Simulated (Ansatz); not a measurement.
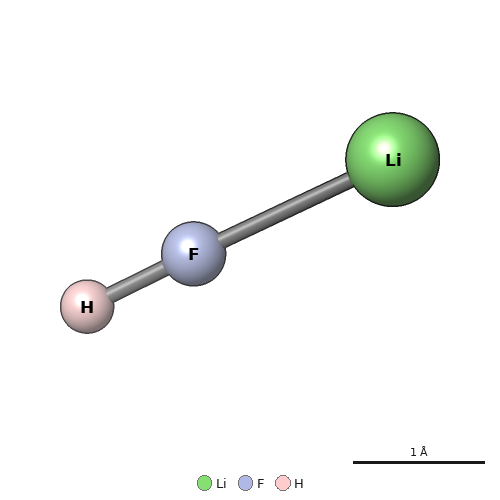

Atoms fade into the background with distance from the viewer. Charge +1, singlet. The geometry was computed by an optimisation with PBE-D4/def2-SVP. No frequency run is at hand to confirm it as a minimum. Masses are those of the most abundant isotopes; constants are for the rigid equilibrium geometry.

Question: What kind of rotor is it, and what are its rotational constants in MHz?

Answer: A linear rotor (C∞v) with B = 28625 MHz.
